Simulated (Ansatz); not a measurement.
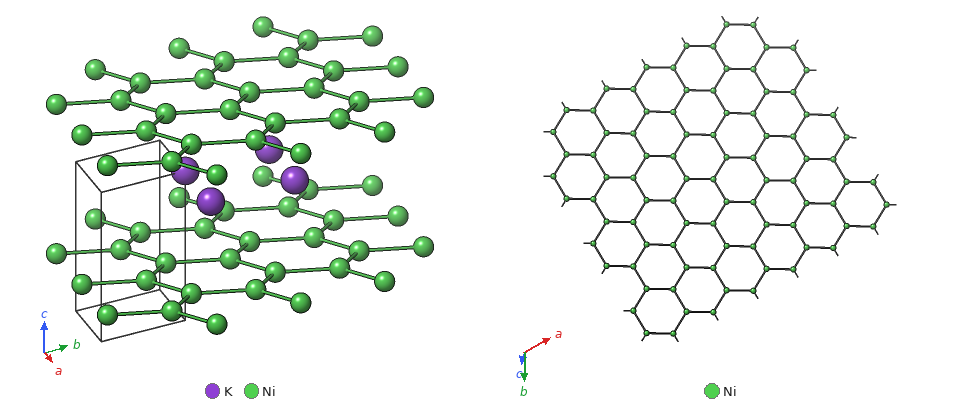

Left: the structure. Right: its underlying net. Nodes are coloured by element. One layer is drawn. Short stubs are edges that leave the cut-out.

System KNi2 (space group P6/mmm, No. 191); source of the atomic positions: the input geometry of an electronic-structure calculation (not necessarily at equilibrium); the starting structure was generated, so it need not be a known form of this composition.

Bonds are taken as Ni–Ni below 2.5 Å; K is left out of the net, as the electropositive filling of the structure; no other contact counts. Atoms with one bond or none are removed and atoms with two bonds are replaced by edges, until no such atom is left.

The result is a uninodal 3-connected, two-periodic (layers) net: Ni is a 3-connected node. It is the hcb net, known from graphene. The layers lie parallel to (001).

| node | links | point symbol | coordination sequence |
| --- | --- | --- | --- |
| Ni | 3 | 6³ | 3 6 9 12 15 18 21 24 |
